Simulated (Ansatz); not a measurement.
AlNH₃ClF₂: phonon calculation

System: AlNH₃ClF₂.
Method: RKS PBE0-D4/def2-SVP (Ansatz 0.2.0).

Figures and captions count atoms from 1; the log counts them from 0 in places.

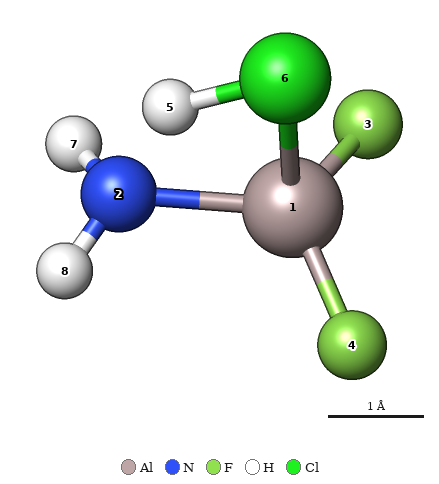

Fig. 1: The input geometry (ball-and-stick view, seen at a tilt; atoms are numbered from 1 in the order of the input). Sticks mark near contacts. Bond lengths as drawn: Al–Cl 2.31 Å, Al–F 1.66 Å, Al–N 1.83 Å, Cl–H 1.36 Å and H–N 1.02 Å.

Input:
```yaml
crystal:
  periodic: [false, false, false]
  atoms:
    - {symbol: Al, position_ang: [-0.802978, -0.121819, -0.352959]}
    - {symbol: N, position_ang: [0.936859, 0.436552, -0.206747]}
    - {symbol: F, position_ang: [-1.075620, -1.415526, -1.359112]}
    - {symbol: F, position_ang: [-1.965937, 1.052646, -0.183981]}
    - {symbol: H, position_ang: [0.591033, -0.375994, 1.238418]}
    - {symbol: Cl, position_ang: [-0.489814, -1.011909, 1.753930]}
    - {symbol: H, position_ang: [1.659189, 0.008485, -0.782067]}
    - {symbol: H, position_ang: [1.147167, 1.427466, -0.107484]}
basis:
  gaussian: {orbitals: def2-SVP}
hamiltonian: {xc: pbe0, dispersion: d4}
phonons: {}
scf: {lower_state_search: off}
```

Run on 4 threads of Intel Xeon @ 2.50GHz, 180 GiB of memory available, shared host.

Run as:
```bash
ansatz run in.yaml --threads 4 --pin off --events-out ev --progress --plain --max-ram 9574MiB
```

What the program printed:
```
Functional definition: PBE0
  name "PBE0"
  cite "Adamo & Barone, J. Chem. Phys. 110, 6158 (1999) doi:10.1063/1.478522"
  cite "Perdew, Burke & Ernzerhof, Phys. Rev. Lett. 77, 3865 (1996) doi:10.1103/PhysRevLett.77.3865"
  parent pbe
  parameter a = 0.25
  parameter kappa = 0.804
  parameter beta = 0.06672455060314922
  exchange = (1 - a)*pbe_x(kappa = kappa, mu = beta*pi^2/3) + a*exact_x
  correlation = pbe_c(beta = beta)
these checks for a lower state are left out or cut short: stability, starts, cluster_reference, orbital_swaps, neighbouring_geometries, increment
932 factors; integrals over basis functions are off by at most 3.9e-4 eV
mean field evaluation 1: about -26064.2766 eV, gradient 6.7e1 eV
mean field evaluation 2: about -26053.5181 eV, gradient 9.9e1 eV
mean field evaluation 4: about -26072.2364 eV, gradient 2.9e0 eV
mean field evaluation 8: about -26072.2775 eV, gradient 2.5e-2 eV
mean field evaluation 16: about -26072.2775 eV, gradient 6.2e-6 eV
mean field -26072.27753974 eV, -958.1385271608 hartree, gradient 6.2e-6 eV, S^2 0.000000; 0 other end points of the search recorded, 0 dependent functions left out
the calculation of the forces begins
reference -26072.27756931 eV, -958.1385282477 hartree; 29, 29 occupied and 64, 64 virtual orbitals, 932 factors
these checks for a lower state are left out or cut short: stability, starts, cluster_reference, orbital_swaps, neighbouring_geometries, increment
932 factors; integrals over basis functions are off by at most 3.9e-4 eV
mean field -26072.27672105 eV, -958.1384970746 hartree, gradient 2.4e-6 eV, S^2 0.000000; 0 other end points of the search recorded, 0 dependent functions left out
[... from here on the field's lines of each further geometry are left out, up to the last ...]
the calculation of the forces begins
reference -26072.27756056 eV, -958.1385279262 hartree; 29, 29 occupied and 64, 64 virtual orbitals, 932 factors
these checks for a lower state are left out or cut short: stability, starts, cluster_reference, orbital_swaps, neighbouring_geometries, increment
932 factors; integrals over basis functions are off by at most 3.9e-4 eV
mean field -26072.27753258 eV, -958.1385268977 hartree, gradient 1.7e-6 eV, S^2 0.000000; 0 other end points of the search recorded, 0 dependent functions left out
the calculation of the forces begins
reference -26072.27756215 eV, -958.1385279846 hartree; 29, 29 occupied and 64, 64 virtual orbitals, 932 factors
WARN: phonons: modes at or below zero, which the zero-point energy, F, S and C_V leave out: 1, the lowest at -383.12 cm⁻¹. A minimum has none, and a first-order saddle one
Total energy: -26072.41760206 eV, -958.1436743562 hartree
Atom 0 at    -0.802978    -0.121819    -0.352959 Å, force    -0.279745     0.190664    -0.610928 eV/Å
Atom 1 at     0.936859     0.436552    -0.206747 Å, force     0.089405    -0.179020     0.442798 eV/Å
Atom 2 at    -1.075620    -1.415526    -1.359112 Å, force     0.000561    -0.000748    -0.000097 eV/Å
Atom 3 at    -1.965937     1.052646    -0.183981 Å, force    -0.000011     0.000376     0.000454 eV/Å
Atom 4 at     0.591033    -0.375994     1.238418 Å, force     1.072266     0.812485    -0.893180 eV/Å
Atom 5 at    -0.489814    -1.011909     1.753930 Å, force    -0.880685    -0.821601     1.057512 eV/Å
Atom 6 at     1.659189     0.008485    -0.782067 Å, force    -0.001891     0.001996     0.003006 eV/Å
Atom 7 at     1.147167     1.427466    -0.107484 Å, force     0.000100    -0.004151     0.000435 eV/Å
Dipole moment:     0.747759     0.146002     0.259783 e Å
Vibrations: -383.12 104.80 153.62 202.88 248.03 278.92 369.14 542.32 663.45 702.00 727.83 858.23 867.65 957.34 1538.04 2121.73 3573.78 3664.90 cm⁻¹, zero-point energy 1.089491 eV
Checks for a lower state left out: stability, starts, cluster_reference, orbital_swaps, neighbouring_geometries, increment
```

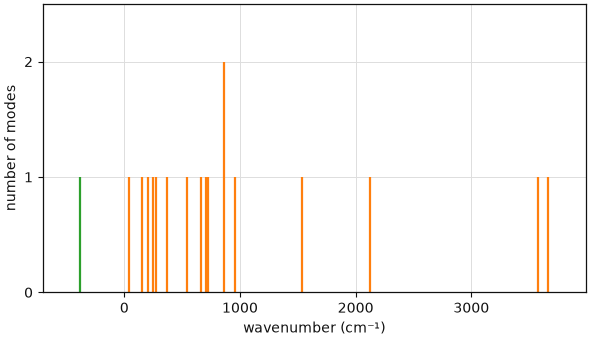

Fig. 2: Harmonic vibrational wavenumbers from the force constants; neighbouring modes closer than 18 cm⁻¹ are counted in one stick, and imaginary ones are drawn at negative wavenumbers. 18 modes from 381i to 3665 cm⁻¹, 1 imaginary beyond 8i (381i cm⁻¹): a first-order saddle point, if the geometry is stationary.

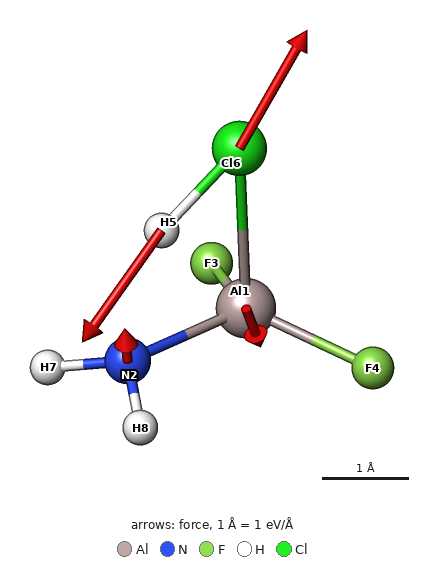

Fig. 3: Forces on the atoms as red arrows (ball-and-stick view, seen at a tilt; atoms are numbered from 1 in the order of the input); the smallest are left out. The largest act on H5 (1.61 eV/Å); Cl6 (1.60 eV/Å); Al1 (0.70 eV/Å); N2 (0.49 eV/Å). The geometry is not a stationary point of this energy.

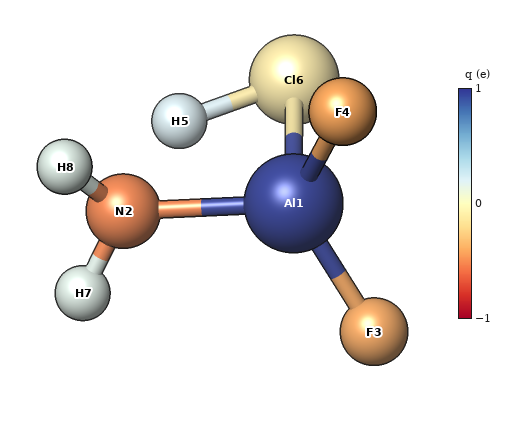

Fig. 4: Mulliken charges, as the colour of each atom (ball-and-stick view, seen at a tilt; atoms are numbered from 1 in the order of the input). By element: Al +0.96, N −0.52, F −0.41, H +0.16 to +0.21 and Cl −0.13 e.

Results in brief:

| quantity | value |
| --- | --- |
| outcome | converged |
| total energy | −26072.4176 eV |
| mean-field energy | −26072.2776 eV |
| dispersion energy | −0.1400 eV |
| largest force (length of the vector) | 1.615 eV/Å |
| dipole moment | 3.87 D |
| wall time | 74 s (CPU time 4.2 min) |
| peak memory | 0.18 GiB |
